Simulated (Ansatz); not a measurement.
## Run report: CH5O2SbSi, nudged elastic band (part 2 of 2)

The same run, continued: CH5O2SbSi; RKS PBE0/def2-SVP (Ansatz 0.2.0). The run did not end well. It belongs to a series of runs on one base structure; here: band between the two ends.

Geometry of the input (Å):
```
O  -2.2796  0.3611  0.1269
Sb -0.7665  0.4788  1.4128
C  0.6014  0.9567  -0.2185
Si 1.0235  -0.8922  -0.2936
O  0.0841  -1.3261  1.0335
H  -3.0979  0.1023  0.5681
H  1.4143  1.6413  0.0664
H  0.0339  1.3727  -1.0645
H  0.5979  -1.5572  -1.5612
H  2.4719  -1.1884  -0.0671
```

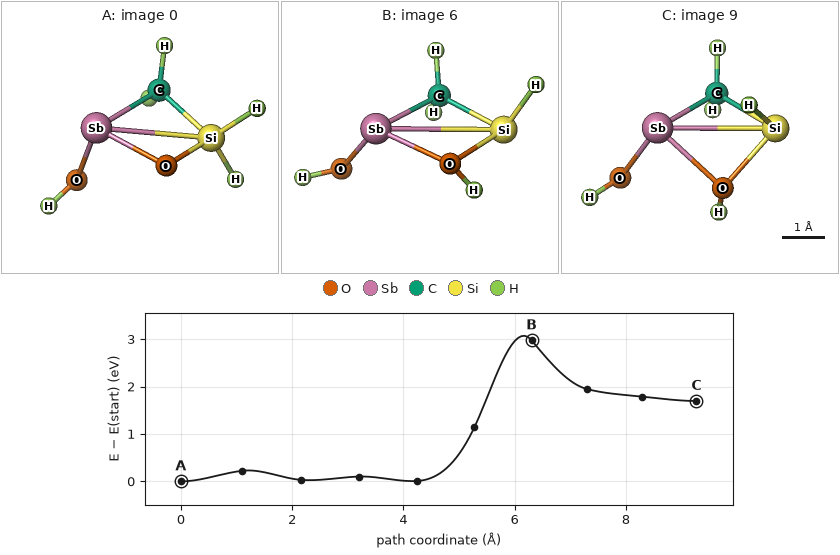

Images of the last band (counted from 0; ball-and-stick, seen at a tilt) above the energy along the path; the line is a cubic interpolation that uses the forces. The highest image is number 6, 2.974 eV above the start and 1.278 eV above the end; the end lies 1.696 eV above the start. The path is 9.27 Å long. The band had not converged after 60 iterations.

```
Unfinished report: {"positions_ang":[[-2.392337802607495,0.6092287853966943,0.16453868901996976],[-0.8377603387121668,-0.13149465240906877,1.1743162677730734],[0.5622856897770807,0.880981378484146,-0.0730552165436542],[1.4687100453844166,-0.6290512602996863,-0.8763996449993174],[0.2617950622925731,-1.7747048991145238,0.2734047893645176],[-3.2179418780849476,0.623401894340853,0.6742061258815011],[1.1304501225167778,1.603815194340676,0.5234745210553386],[-0.004179320141575571,1.4099863940405806,-0.8566926696970043],[0.2273786354424689,-1.9404724455925846,-0.7231393306711493],[2.8846997741328675,-0.7027894091870859,-0.27765552118327586]],"unchecked":["starts","cluster_reference","orbital_swaps","neighbouring_geometries","increment"],"mean_field":{"relativity":"none","state":{"energy":{"ev":-19610.59377976946,"hartree":-720.6760288686437},"converged":true,"gradient_ev":0.000012085792044728502,"stability":{"kind":"minimum","curvature_ev":6.354120663866587},"curvature_floor_ev":0.00030000000000000003,"spin_squared":-6.394884621840902e-14},"others":[],"fillings":{"estimated":0,"unestimated":0,"tried":0,"untried":0,"excluded_magnetic_sites":0},"n_dropped_functions":0,"n_trapped_functions":0,"passes":{"evaluations":4,"products":30},"factors":{"origin":"Cholesky decomposition","count":1257,"bound_ev":0.0010087563274323507},"gradient_stop_ev":0.00009,"reference_kind":"stationary","functional":{"name":"PBE0","citations":["Adamo & Barone, J. Chem. Phys. 110, 6158 (1999) doi:10.1063/1.478522","Perdew, Burke & Ernzerhof, Phys. Rev. Lett. 77, 3865 (1996) doi:10.1103/PhysRevLett.77.3865"],"text":"name \"PBE0\"\ncite \"Adamo & Barone, J. Chem. Phys. 110, 6158 (1999) doi:10.1063/1.478522\"\ncite \"Perdew, Burke & Ernzerhof, Phys. Rev. Lett. 77, 3865 (1996) doi:10.1103/PhysRevLett.77.3865\"\nparent pbe\nparameter a = 0.25\nparameter kappa = 0.804\nparameter beta = 0.06672455060314922\nexchange = (1 - a)*pbe_x(kappa = kappa, mu = beta*pi^2/3) + a*exact_x\ncorrelation = pbe_c(beta = beta)\n","parameters":{"a":{"value":0.25,"default":0.25},"beta":{"value":0.06672455060314922,"default":0.06672455060314922},"kappa":{"value":0.804,"default":0.804}},"final_grid":{"core_spheres":13.0,"valence_spheres":11.0,"degree":36.0},"final_grid_parameter_source":"default","radial_points_factor":1.0,"radial_grid_error_ev":3.235511906987185e-7,"grid_sensitivity":"normal","grid_sensitivity_ratio":0.001870803151768979},"unsmoothed_excess_ev":-0.000027659417810102346,"symmetry":{"irreps":["A"],"axes":[[0.9999941842597327,0.0016454565318810553,-0.0029872930076190398],[-0.001274274274323381,0.9927418232080835,0.12025825825515742],[0.003163490443399072,-0.12025375223373293,0.9927381464424153]],"occupied":[{"A":32},{"A":32}]},"held":{"pivots":1255,"left_out":0,"joined":2},"density_repulsion":{"missed_ev":0.000023320529855180165,"excess_ev":0.0,"most_excess_ev":0.0001728,"are_drawn_again":false,"n_first_factors":1257,"energy_change_ev":0.0,"n_dropped_ends":0}},"factors":{"origin":"Cholesky decomposition","count":1257,"bound_ev":0.0010087563274323507},"n_frozen":0,"n_occupied":[32,32],"n_virtual":[79,79],"reference":{"ev":-19610.59377976946,"hartree":-720.6760288686437},"total":{"ev":-19610.59377976946,"hartree":-720.6760288686437},"forces_ev_per_angstrom":[[0.053668063862401895,-0.17594101972740267,-0.009690952031595392],[0.3528274055288829,-0.018581864058391576,-0.15594625808566323],[0.2873316297347,0.193810455179915,-0.01785351291311612],[0.6453279298109142,0.4084335013241348,-0.5740300093743672],[-0.08778677979795942,0.0803790156173234,-0.3589127986544598],[0.2122532725852233,-0.2959271705277042,-0.0953106206470447],[0.1479422153041127,0.2230240456294171,0.04890222899452568],[-0.09016764064652366,0.13363132091547256,0.16049082429109215],[-1.108581256186195,-0.7097515386707488,0.5392148748662723],[-0.4128148401884485,0.1609232543185,0.4631362235543376]],"charge_distribution":{"dipole_moment_e_ang":[-0.6775031203504553,0.3291947298640762,0.7731797796153632],"mulliken_charges_e":[-0.48737644859559204,0.8610375045288805,-0.5460325567244428,0.15013945457788225,-0.5018652098115162,0.20184144634125656,0.09822608811587297,0.12671519524075003,0.20577276345061724,-0.10845823712377456],"lowdin_charges_e":[-0.09607025993328477,0.6084709878036278,-0.3374838170452854,0.1160068498119422,-0.08215509547854438,-0.027248524891730685,0.013668263169428263,0.025319064573583683,-0.10118300558839133,-0.11932446242140915]},"n_threads":2,"memory_gib":2.556818182580173,"seconds":{"hamiltonian":2.613152419,"orbitals":0.0,"second_order":0.0,"solver_start":0.0,"cycles":0.0,"cycle":0.0,"perturbative":0.0,"full_ci_increment":0.0,"forces":0.0}}
this run last wrote the band of iteration 60 to [file]
Error: NEB band did not converge after 60 iterations: max|band force component| = 1.05e0 eV/Å (threshold 5.0e-2); raise `neb.max_iterations` in a new run, which can start from the last band evaluated (`neb.initial_path`, with `crystal.atoms` and `neb.final_atoms` set to its first and last images), add images, or start from endpoints closer to local minima. Where this run's directory can be resumed (`checkpoint.write`), a resume goes on for up to `neb.max_iterations` more; to start a new run from the last band, take its images' positions from the `neb_iteration` event of iteration 60 (`data.images[].positions_ang`), in the event stream of the run that computed that iteration (not this run's, if it was resumed behind it). With `checkpoint.write`, `steps/00-neb/state/checkpoint.json` in the run directory holds the last saved band, under `neb.evaluated.images[].positions_ang` (a band under a hybrid functional on support functions is neither saved nor resumed: `neb.initial_path` says where its path is): check the last entry of `neb.iterations` there, which is earlier than 60 if that iteration was not saved or its write failed. If the band's step has no `state` directory and holds `state.next`, a write was cut short, and the file is under `state.next` instead (behind a loss of power it can be under `state.prev`)
this run wrote the band of iteration 60 to [file] as well, whether or not its events were kept: a new run's `neb.initial_path` can list its `images[].positions_ang`
a run's events are kept only if it was started with --events-out <file>, and are in that file
```

The last band as extended XYZ (Å, eV, eV/Å):
```
10
Properties=species:S:1:pos:R:3:forces:R:3 image=0 energy=-19613.56760
O    -2.2796    0.3611    0.1269    0.0048   0.0029   0.0006
Sb   -0.7665    0.4788    1.4128    0.0051  -0.0021  -0.0010
C     0.6014    0.9567   -0.2185   -0.0003   0.0008   0.0068
Si    1.0235   -0.8922   -0.2936   -0.0081  -0.0026  -0.0004
O     0.0841   -1.3261    1.0335   -0.0012   0.0008  -0.0018
H    -3.0979    0.1023    0.5681   -0.0043  -0.0013   0.0006
H     1.4143    1.6413    0.0664    0.0002  -0.0015  -0.0037
H     0.0339    1.3727   -1.0645   -0.0011   0.0005  -0.0022
H     0.5979   -1.5572   -1.5612    0.0036  -0.0013  -0.0018
H     2.4719   -1.1884   -0.0671    0.0013   0.0040   0.0030
10
Properties=species:S:1:pos:R:3:forces:R:3 image=1 energy=-19613.34320
O    -2.4944    0.1062    0.5355   -0.0677   1.0551  -0.2656
Sb   -0.7414    0.4751    1.4337    0.0513  -0.2167  -0.2200
C     0.5315    0.8509   -0.3465    0.0265   0.1251   0.1489
Si    1.0483   -0.9719   -0.2463    0.3482   0.2319   0.2305
O     0.0447   -1.3472    1.0491   -0.0642  -0.0256   0.1544
H    -2.8843    0.9818    0.2992    0.2130  -0.9388   0.2035
H     1.3116    1.6011   -0.1360    0.0142  -0.0480  -0.0241
H    -0.0312    1.1704   -1.2376   -0.0834  -0.0783   0.0405
H     0.7890   -1.7681   -1.4656   -0.1186  -0.1610  -0.1836
H     2.5092   -1.1494    0.1175   -0.3193   0.0564  -0.0845
10
Properties=species:S:1:pos:R:3:forces:R:3 image=2 energy=-19613.53430
O    -2.4770    0.4291    0.7504   -0.0163   0.0433  -0.0692
Sb   -0.6858    0.4301    1.5894    0.0378   0.0187   0.0099
C     0.5046    0.8999   -0.2084    0.0030   0.0171   0.0146
Si    0.9718   -0.9368   -0.2854   -0.0233   0.0142  -0.0124
O     0.0343   -1.3918    1.0300   -0.0216  -0.0053  -0.0027
H    -2.4669    0.4162   -0.2157    0.0446  -0.0969   0.0443
H     1.3207    1.6160   -0.0274    0.0084   0.0037   0.0054
H    -0.1289    1.2875   -1.0224   -0.0029  -0.0019   0.0120
H     0.5785   -1.6329   -1.5490   -0.0203   0.0149  -0.0029
H     2.4318   -1.1684   -0.0584   -0.0093  -0.0078   0.0010
10
Properties=species:S:1:pos:R:3:forces:R:3 image=3 energy=-19613.46456
O    -2.2715    0.4988    0.4975   -0.0875  -0.6196  -0.0199
Sb   -0.6347    0.3274    1.6333   -0.0633   0.3467   0.0361
C     0.6049    1.0199   -0.0478   -0.1227  -0.1190  -0.0350
Si    0.9038   -0.8101   -0.4290    0.0790   0.0031  -0.0672
O     0.0023   -1.4260    0.8595   -0.0412   0.0025  -0.1125
H    -2.5104   -0.3881    0.1650    0.0510   0.4624   0.1315
H     1.4410    1.7132    0.1205    0.0352  -0.1013   0.1120
H    -0.1286    1.4731   -0.7322    0.0182   0.0785  -0.0235
H     0.3411   -1.2417   -1.7505    0.1068  -0.0167   0.0651
H     2.3351   -1.2178   -0.3134    0.0246  -0.0367  -0.0866
10
Properties=species:S:1:pos:R:3:forces:R:3 image=4 energy=-19613.55862
O    -2.2547    0.2330    0.3495    0.0276   0.0125   0.0593
Sb   -0.6705    0.0394    1.5412   -0.0007  -0.1533  -0.0872
C     0.5778    0.9886    0.0335   -0.0701   0.0384  -0.0532
Si    1.0023   -0.7501   -0.5994    0.0639   0.0045  -0.0080
O     0.1882   -1.5691    0.6235   -0.0046   0.1185   0.1240
H    -3.0563   -0.1045    0.7678    0.0065  -0.0236  -0.0051
H     1.4037    1.5753    0.4593    0.0666   0.0039  -0.0115
H    -0.0454    1.6294   -0.6082   -0.0026  -0.0113  -0.0175
H     0.4566   -1.0896   -1.9447    0.0075   0.0715  -0.0681
H     2.4814   -1.0034   -0.6195   -0.0942  -0.0611   0.0674
10
Properties=species:S:1:pos:R:3:forces:R:3 image=5 energy=-19612.42258
O    -2.3576    0.4088    0.2435    0.0299  -0.3190   0.0213
Sb   -0.7614   -0.1347    1.3497   -0.2094   0.7925   0.4820
C     0.5204    0.9195   -0.0717    0.1031   0.0501   0.1175
Si    1.1933   -0.7594   -0.6346   -0.4652  -0.3923   1.1752
O     0.3170   -1.6167    0.5600    0.2333  -0.1352   1.0451
H    -3.1398    0.4515    0.8135    0.1143  -0.2178  -0.1272
H     1.2124    1.5430    0.5208    0.2509  -0.0547  -0.3544
H    -0.0669    1.5591   -0.7371   -0.1638   0.0802  -0.1048
H     0.4473   -1.6868   -1.4999    0.6507   0.5337  -2.0168
H     2.7184   -0.7353   -0.5412   -0.5439  -0.3376  -0.2378
10
Properties=species:S:1:pos:R:3:forces:R:3 image=6 energy=-19610.59375
O    -2.3923    0.6092    0.1645    0.0537  -0.1759  -0.0097
Sb   -0.8378   -0.1315    1.1743    0.3528  -0.0186  -0.1559
C     0.5623    0.8810   -0.0731    0.2873   0.1938  -0.0179
Si    1.4687   -0.6291   -0.8764    0.6453   0.4084  -0.5740
O     0.2618   -1.7747    0.2734   -0.0878   0.0804  -0.3589
H    -3.2179    0.6234    0.6742    0.2123  -0.2959  -0.0953
H     1.1304    1.6038    0.5235    0.1479   0.2230   0.0489
H    -0.0042    1.4100   -0.8567   -0.0902   0.1336   0.1605
H     0.2274   -1.9405   -0.7231   -1.1086  -0.7098   0.5392
H     2.8847   -0.7028   -0.2777   -0.4128   0.1609   0.4631
10
Properties=species:S:1:pos:R:3:forces:R:3 image=7 energy=-19611.61809
O    -2.2403    0.4055   -0.0515    0.0064  -0.0198  -0.0681
Sb   -0.7169    0.0622    1.1687    0.1703   0.0010  -0.0204
C     0.6782    1.0013   -0.1082    0.1292   0.0092  -0.0491
Si    1.4881   -0.6157   -0.9523    0.0493   0.1250   0.1765
O     0.1958   -1.6030    0.2146   -0.0512   0.0929  -0.1503
H    -3.0944    0.3865    0.3989    0.0540  -0.1757   0.0254
H     1.3450    1.6716    0.4551    0.0718   0.0334  -0.0466
H     0.0877    1.5836   -0.8334   -0.0177   0.0724   0.0299
H    -0.3174   -2.1994   -0.3431   -0.1574  -0.1215   0.0891
H     2.6572   -0.7437    0.0542   -0.2548  -0.0168   0.0135
10
Properties=species:S:1:pos:R:3:forces:R:3 image=8 energy=-19611.77717
O    -2.1842    0.2873    0.0397   -0.0068   0.0031   0.0173
Sb   -0.5431    0.1315    1.1550    0.0120  -0.0060   0.0076
C     0.7442    1.0420   -0.2356    0.0676  -0.0229   0.0059
Si    1.6348   -0.6628   -0.7707   -0.0470   0.0285  -0.0480
O     0.0773   -1.5738    0.0610   -0.0407   0.0111  -0.0059
H    -2.9925    0.1021    0.5336    0.0293  -0.0400   0.0340
H     1.4190    1.7685    0.2453   -0.0135   0.0232  -0.0424
H     0.1624    1.5271   -1.0334   -0.0091  -0.0111  -0.0341
H    -0.5850   -1.8818   -0.5726    0.0176   0.0361  -0.0569
H     2.3503   -0.7911    0.5806   -0.0095  -0.0220   0.1226
10
Properties=species:S:1:pos:R:3:forces:R:3 image=9 energy=-19611.87139
O    -2.1661    0.2545    0.2032   -0.0032   0.0017  -0.0026
Sb   -0.4044    0.1231    1.1547   -0.0018   0.0012   0.0121
C     0.7956    1.0185   -0.3308   -0.0018   0.0002  -0.0064
Si    1.7485   -0.7083   -0.5426    0.0115   0.0012  -0.0020
O     0.0265   -1.5266   -0.1575   -0.0038  -0.0059  -0.0024
H    -2.8923   -0.0840    0.7420   -0.0013  -0.0007   0.0028
H     1.4195    1.8527    0.0266    0.0047   0.0032   0.0028
H     0.2008    1.3312   -1.2025    0.0013  -0.0002  -0.0010
H    -0.5988   -1.5023   -0.8970   -0.0014  -0.0031  -0.0022
H     1.9539   -0.8099    1.0070   -0.0041   0.0024  -0.0011
```
